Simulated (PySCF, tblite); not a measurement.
# C6H4F3N: a rotation path, then NMR shifts on frames

How do NMR shifts of C6H4F3N (`N#C[C@H]1CC=C1C(F)(F)F`) change as the atoms move?

Programs: tblite 0.8.0 and PySCF 2.14.0, with density-fitted response routines of our own. Each step states its level of theory. These are calculated values for one molecule in the gas phase, unless marked as measured. Atoms count from 0, in the outputs and in this text.

### Step 1. The molecule as given

14 atoms, charge 0, multiplicity 1; geometry from: GFN2-xTB.

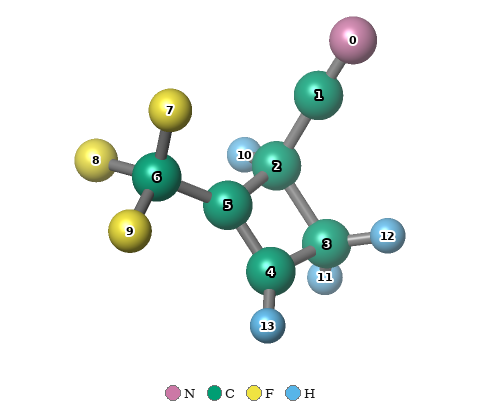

The starting geometry (nitrogen pink, carbon teal, fluorine yellow, hydrogen blue), atoms numbered.

### Step 2. A band between two rotamers with GFN2-xTB

Job settings and geometry (Å):

```
{"job": {"kind": "neb", "xc": "GFN2-xTB", "basis": "xTB", "atoms": [2, 5, 6, 9], "turn": 120}, "charge": 0, "multiplicity": 1}
N     -0.504315     2.464918    -1.759693
C     -0.555077     1.716635    -0.898274
C     -0.644050     0.760895     0.172459
C     -1.649388    -0.409906    -0.069705
C     -0.453416    -1.316643    -0.027357
C      0.413829    -0.324940     0.174624
C      1.886335    -0.239610     0.365539
F      2.489604     0.512942    -0.567601
F      2.205877     0.306570     1.555338
F      2.466173    -1.447797     0.327601
H     -0.764844     1.285015     1.123378
H     -2.369660    -0.555621     0.732045
H     -2.166031    -0.371923    -1.026643
H     -0.355717    -2.381009    -0.123878
```

Method: GFN2-xTB climbing-image nudged elastic band, gas phase.

The run is started by

```console
OMP_NUM_THREADS=1 python probes_run.py task.json out
```

One launch serves the whole session: the jobs run in the order shown.

Output:

```text
image   E - E0 / eV
  0       0.0000
  1       0.0059
  2       0.0109
  3       0.0141
  4       0.0136
  5       0.0099
  6       0.0049
  7       0.0015
  8      -0.0000
```

It took 11 s on 1 thread, shared host.

The final band, with the dihedral C2–C5–C6–F9:

```tsv
image	dihedral (°)	energy (eV)	energy (kcal/mol)
0	178	0.000	0.0
1	195	0.006	0.1
2	210	0.011	0.3
3	225	0.014	0.3
4	240	0.014	0.3
5	255	0.010	0.2
6	270	0.005	0.1
7	285	0.002	0.0
8	299	0.000	0.0
```

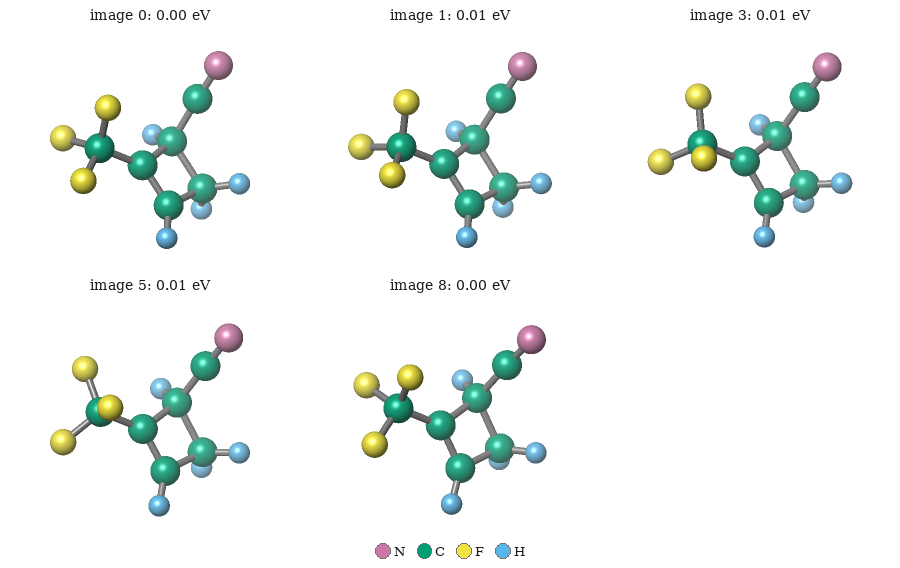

Images along the band.

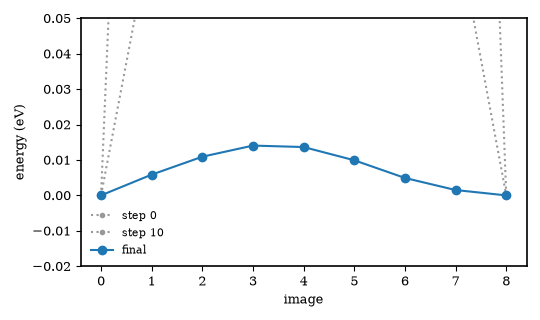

Energy along the band, early and final.

### Step 3. Nuclear shieldings: image 0, PBE0/pcSseg-1

Job settings and geometry (Å):

```
{"job": {"kind": "nmr", "xc": "PBE0", "basis": "pcSseg-1", "pop": false}, "charge": 0, "multiplicity": 1}
N     -0.504300     2.464900    -1.759700
C     -0.555100     1.716600    -0.898300
C     -0.644000     0.760900     0.172500
C     -1.649400    -0.409900    -0.069700
C     -0.453400    -1.316600    -0.027400
C      0.413800    -0.324900     0.174600
C      1.886300    -0.239600     0.365500
F      2.489600     0.512900    -0.567600
F      2.205900     0.306600     1.555300
F      2.466200    -1.447800     0.327600
H     -0.764800     1.285000     1.123400
H     -2.369700    -0.555600     0.732000
H     -2.166000    -0.371900    -1.026600
H     -0.355700    -2.381000    -0.123900
```

Level: GIAO PBE0/pcSseg-1 NMR shielding, non-relativistic, gas phase.

Output:

```text
coarse grid: 13320 points
cycle   1  E = -584.3446460954  dE =  1.842e+00  |g| = 9.618e-01  |ddm| = 3.675e+00
cycle   2  E = -584.0376911455  dE =  3.070e-01  |g| = 1.642e+00  |ddm| = 1.608e+00
cycle   3  E = -584.4986203226  dE = -4.609e-01  |g| = 2.714e-01  |ddm| = 1.166e+00
cycle   4  E = -584.5129983157  dE = -1.438e-02  |g| = 8.688e-02  |ddm| = 2.335e-01
cycle   5  E = -584.5144193656  dE = -1.421e-03  |g| = 2.539e-02  |ddm| = 7.599e-02
cycle   6  E = -584.5145502432  dE = -1.309e-04  |g| = 7.311e-03  |ddm| = 2.481e-02
cycle   7  E = -584.5145616334  dE = -1.139e-05  |g| = 2.052e-03  |ddm| = 6.784e-03
cycle   8  E = -584.5145625970  dE = -9.636e-07  |g| = 4.475e-04  |ddm| = 2.311e-03
final grid: 134544 points
cycle   9  E = -584.5928296337  dE = -4.802e-05  |g| = 7.523e-03  |ddm| = 3.849e-02
cycle  10  E = -584.5928234708  dE =  6.163e-06  |g| = 9.769e-03  |ddm| = 1.404e-02
cycle  11  E = -584.5928423191  dE = -1.885e-05  |g| = 1.152e-03  |ddm| = 7.523e-03
cycle  12  E = -584.5928424887  dE = -1.696e-07  |g| = 6.495e-04  |ddm| = 1.189e-03
cycle  13  E = -584.5928425721  dE = -8.341e-08  |g| = 1.723e-04  |ddm| = 5.259e-04
cycle  14  E = -584.5928425778  dE = -5.665e-09  |g| = 4.054e-05  |ddm| = 1.370e-04
cycle  15  E = -584.5928425781  dE = -3.120e-10  |g| = 1.003e-05  |ddm| = 3.863e-05
converged SCF energy = -584.5928425781

GIAO shielding tensors (ppm)
atom      isotropic    diamagn.    paramagn.     s11        s22        s33       span
  0 N      -39.024     339.684    -378.708   -206.147   -193.860    282.935    489.081
  1 C       65.332     259.610    -194.277    -51.417    -47.098    294.513    345.930
  2 C      158.608     248.417     -89.809    149.100    161.874    164.849     15.749
  3 C      150.889     251.447    -100.559    133.437    153.641    165.588     32.151
  4 C       34.513     249.521    -215.008    -71.675     21.794    153.419    225.094
  5 C       44.342     260.822    -216.481    -62.194     64.355    130.865    193.059
  6 C       58.859     238.254    -179.395     49.914     60.156     66.507     16.593
  7 F      249.006     472.799    -223.793    164.069    245.176    337.773    173.704
  8 F      248.862     472.748    -223.887    162.056    242.976    341.552    179.496
  9 F      262.114     471.603    -209.489    176.896    257.445    352.001    175.104
 10 H       28.121      28.446      -0.325     25.018     26.487     32.859      7.840
 11 H       28.769      28.775      -0.006     25.418     26.481     34.408      8.990
 12 H       28.927      29.018      -0.090     25.411     27.639     33.732      8.321
 13 H       24.846      31.993      -7.147     23.387     24.057     27.094      3.708
```

It took 65 s on 1 thread, shared host.

Shifts follow as δ = σ(reference) − σ, with reference shieldings (ppm) from runs at the same level and on the same kind of geometry: 1H TMS 31.72, 13C TMS 186.9, 19F CFCl3 170.9, 15N NH3 267.7. The references are single molecules in the gas phase, so shifts against H2O, NH3, PH3, H3PO4 or CFCl3 are not on the usual liquid scales and can be off by tens of ppm. Each atom is listed at this fixed geometry, with no averaging over motion; a spectrum would average atoms that exchange fast.

```tsv
atoms	environment	σ (ppm)	δ (ppm)
C4	alkene CH	34.5	152.4
C5	fully substituted alkene carbon	44.3	142.6
C6	CF3 carbon	58.9	128.1
C1	nitrile carbon	65.3	121.6
C3	allylic sp3 CH2	150.9	36.0
C2	allylic sp3 CH	158.6	28.3
H13	hydrogen on an alkene CH	24.85	6.87
H10	hydrogen on an allylic sp3 CH	28.12	3.60
H11	hydrogen on an allylic sp3 CH2	28.77	2.95
H12	hydrogen on an allylic sp3 CH2	28.93	2.79
N0	nitrile nitrogen	-39.0	306.8
F8	fluorine of a CF3 group	248.9	-77.9
F7	fluorine of a CF3 group	249.0	-78.1
F9	fluorine of a CF3 group	262.1	-91.2
```

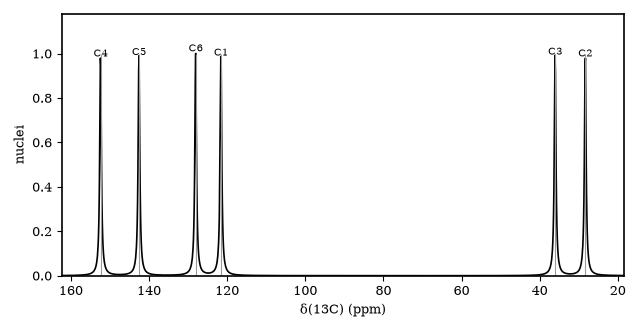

13C lines at the computed shifts, without couplings. Lines are broadened to a width of 0.50 ppm (Lorentzian).

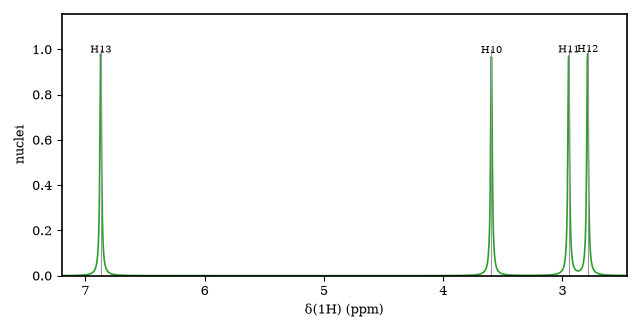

1H lines at the computed shifts, without couplings. Lines are broadened to a width of 0.02 ppm (Lorentzian).

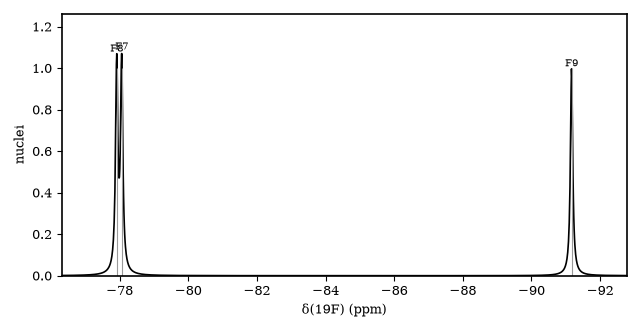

19F lines at the computed shifts, without couplings. Lines are broadened to a width of 0.08 ppm (Lorentzian).

Ring of atoms C2, C3, C4, C5: NICS(0) -1.6, NICS(1) -2.7, NICS(1)zz 0.0 ppm (means of both faces).

### Step 4. Nuclear shieldings: image 1, PBE0/pcSseg-1

Job settings and geometry (Å):

```
{"job": {"kind": "nmr", "xc": "PBE0", "basis": "pcSseg-1", "pop": false}, "charge": 0, "multiplicity": 1}
N     -0.476600     2.359600    -1.875900
C     -0.547400     1.673100    -0.965400
C     -0.650200     0.778900     0.156500
C     -1.653500    -0.400300    -0.048600
C     -0.456000    -1.303500     0.019400
C      0.408100    -0.305600     0.202300
C      1.883100    -0.233000     0.378100
F      2.446100     0.727600    -0.367900
F      2.237300     0.025200     1.653800
F      2.473600    -1.390700     0.047200
H     -0.775500     1.347600     1.080400
H     -2.372800    -0.523000     0.757100
H     -2.172700    -0.388200    -1.004400
H     -0.344300    -2.368100    -0.054800
```

Method: GIAO PBE0/pcSseg-1 NMR shielding, non-relativistic, gas phase.

Output:

```text
coarse grid: 13320 points
cycle   1  E = -584.3427164088  dE =  1.844e+00  |g| = 9.621e-01  |ddm| = 3.672e+00
cycle   2  E = -584.0355578558  dE =  3.072e-01  |g| = 1.642e+00  |ddm| = 1.605e+00
cycle   3  E = -584.4967228447  dE = -4.612e-01  |g| = 2.723e-01  |ddm| = 1.162e+00
cycle   4  E = -584.5111911473  dE = -1.447e-02  |g| = 8.686e-02  |ddm| = 2.331e-01
cycle   5  E = -584.5126101630  dE = -1.419e-03  |g| = 2.546e-02  |ddm| = 7.583e-02
cycle   6  E = -584.5127419003  dE = -1.317e-04  |g| = 7.325e-03  |ddm| = 2.486e-02
cycle   7  E = -584.5127533316  dE = -1.143e-05  |g| = 2.062e-03  |ddm| = 6.800e-03
cycle   8  E = -584.5127543080  dE = -9.764e-07  |g| = 4.408e-04  |ddm| = 2.317e-03
final grid: 134544 points
cycle   9  E = -584.5922409272  dE = -5.187e-05  |g| = 7.578e-03  |ddm| = 3.885e-02
cycle  10  E = -584.5922346927  dE =  6.235e-06  |g| = 9.860e-03  |ddm| = 1.401e-02
cycle  11  E = -584.5922536700  dE = -1.898e-05  |g| = 1.045e-03  |ddm| = 7.496e-03
cycle  12  E = -584.5922538017  dE = -1.317e-07  |g| = 6.171e-04  |ddm| = 1.106e-03
cycle  13  E = -584.5922538747  dE = -7.302e-08  |g| = 1.857e-04  |ddm| = 5.091e-04
cycle  14  E = -584.5922538815  dE = -6.793e-09  |g| = 4.062e-05  |ddm| = 1.460e-04
cycle  15  E = -584.5922538818  dE = -3.165e-10  |g| = 1.058e-05  |ddm| = 3.927e-05
converged SCF energy = -584.5922538818

GIAO shielding tensors (ppm)
atom      isotropic    diamagn.    paramagn.     s11        s22        s33       span
  0 N      -38.491     339.702    -378.193   -204.650   -194.219    283.395    488.045
  1 C       64.958     259.802    -194.844    -51.987    -47.413    294.273    346.260
  2 C      158.296     248.392     -90.096    149.285    161.807    163.796     14.511
  3 C      150.807     251.477    -100.671    133.171    153.866    165.382     32.211
  4 C       33.700     249.735    -216.035    -74.364     22.227    153.239    227.603
  5 C       43.748     260.869    -217.121    -64.390     64.504    131.128    195.518
  6 C       58.824     238.203    -179.379     49.734     60.182     66.556     16.822
  7 F      254.409     473.088    -218.679    170.324    253.664    339.240    168.916
  8 F      244.277     472.178    -227.901    157.073    236.449    339.310    182.237
  9 F      259.021     471.954    -212.933    175.147    251.689    350.227    175.080
 10 H       28.161      28.429      -0.268     24.984     26.522     32.976      7.992
 11 H       28.758      28.786      -0.028     25.431     26.468     34.374      8.943
 12 H       28.941      29.035      -0.094     25.385     27.668     33.770      8.386
 13 H       24.807      32.042      -7.235     23.259     23.986     27.175      3.916
```

It took 71 s on 1 thread, shared host.

This run: δ C4 153.2, C5 143.2, C6 128.1, C1 122.0, H13 6.91, H10 3.56 ppm.

(Part 1 of 2 ends here.)
